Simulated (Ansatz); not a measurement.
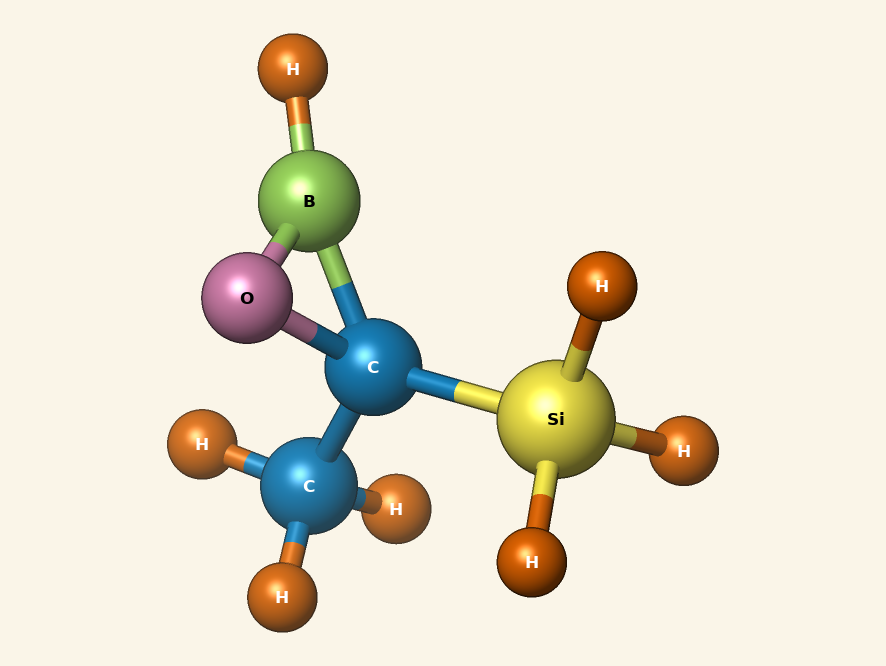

A ball-and-stick model of a molecule.

Question: Give the formula.

Answer: C2H7BOSi, 12 atoms: 2 carbon, 7 hydrogen, 1 boron, 1 oxygen and 1 silicon.

Question: What is the point group of this geometry?

Answer: C1.

Question: Count the bonded pairs by element.

Answer: 3 C–H, 3 Si–H, 1 C–C, 1 C–Si, 1 C–B, 1 B–O, 1 C–O, 1 B–H.

Question: Name some functional groups or characteristic bonds that it holds.

Answer: Among them: Si–H bond, B–H bond.

More results for the same structure follow; atom numbers are the same in all pictures, views and colours differ. The computed structure is the end point of a PBE0-D4/def2-TZVP optimisation. No frequency run is at hand to confirm it as a minimum.

Shape

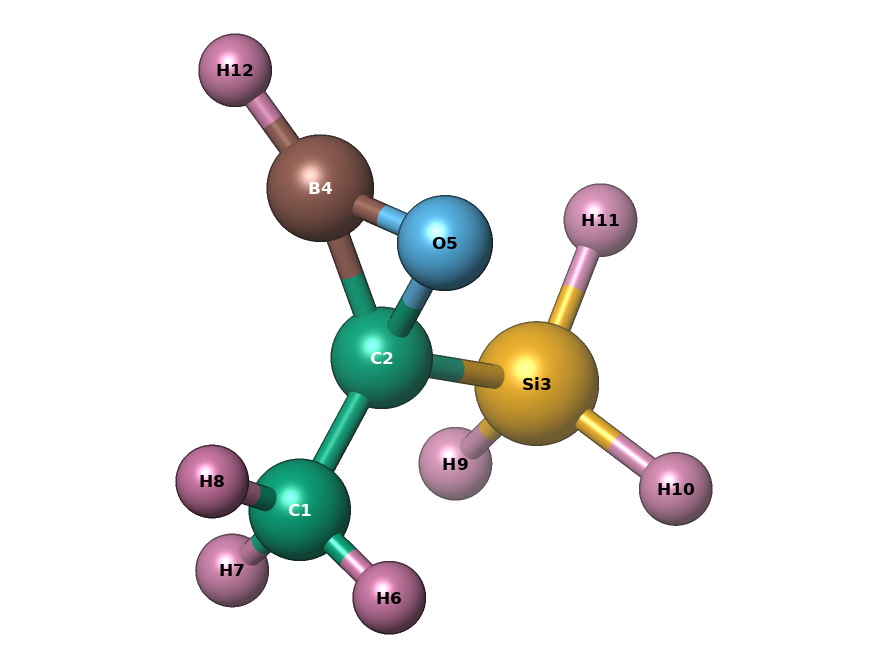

Atoms fade into the background with distance from the viewer. No frequency run is at hand to confirm it as a minimum.

Question: Which atoms or bonds are stereogenic?

Answer: Centres: C2.

Question: Give the R/S and E/Z labels.

Answer: C2: S (priorities Si3 > O5 > C1 > B4).

Dipole moment

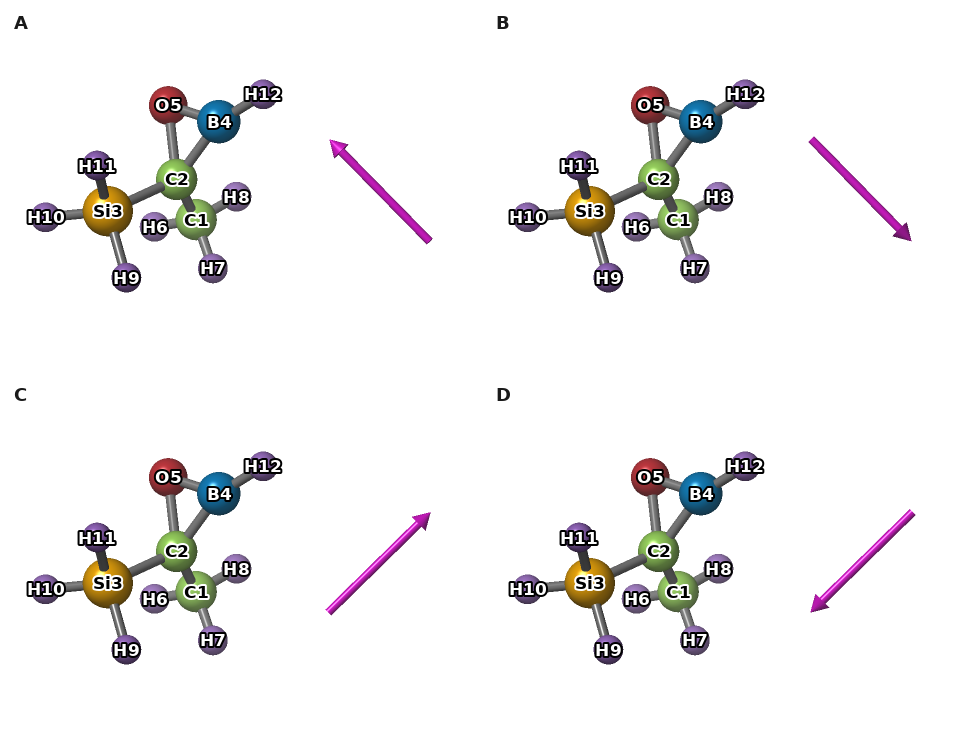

The same molecule four times, each with an arrow. No frequency run is at hand to confirm it as a minimum. Method: RKS B3LYP-D4/def2-TZVPP (Ansatz 0.2.0).

Question: Which arrow points along the dipole moment, from the negative to the positive end?

Answer: B. The dipole moment is 1.47 D; it points from the side of O5, H10, H11 to the side of H7 (the outermost atoms at the two ends).

Electronic properties

No frequency run is at hand to confirm it as a minimum. Method: RKS PBE0-D4/def2-TZVPP (Ansatz 0.2.0).

Question: Give the HOMO energy (Kohn–Sham orbital) at this level.

Answer: −7.77 eV.

Question: Give the HOMO–LUMO gap at this level.

Answer: 7.17 eV.

Question: Estimate the dispersion correction.

Answer: −20.4 kJ/mol.

Charges

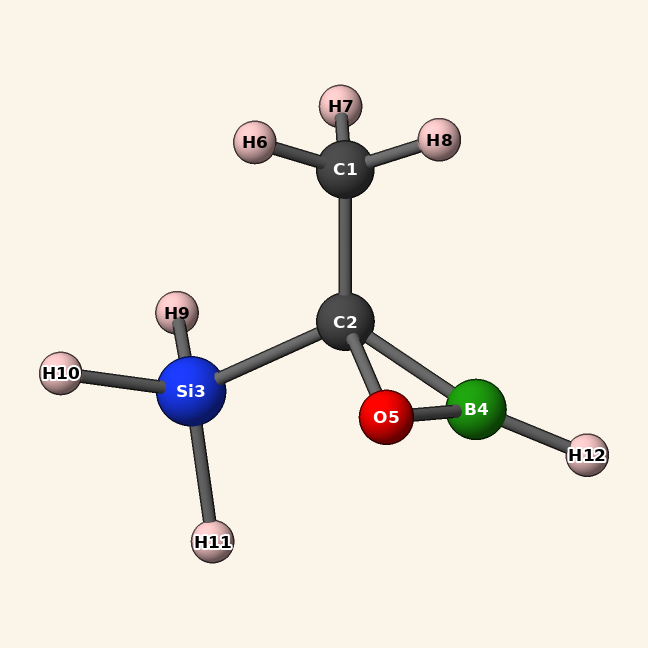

The questions are on Mulliken charges. No frequency run is at hand to confirm it as a minimum. Method: RKS ωB97M-V/def2-TZVPP (Ansatz 0.2.0).

Question: Which atom carries the highest charge (most positive or least negative)?

Answer: Si3 (0.18 e).

Question: And the lowest?

Answer: C1 (−0.31 e).

Give the Mulliken charges atom by atom.

```csv
atom,value (e)
C1,−0.31
C2,0.02
Si3,0.18
B4,0.00
O5,−0.25
H6,0.12
H7,0.12
H8,0.10
H9,−0.03
H10,−0.02
H11,−0.03
H12,0.10
```

Mulliken values depend strongly on the basis set and can even reverse the polarity of a bond.
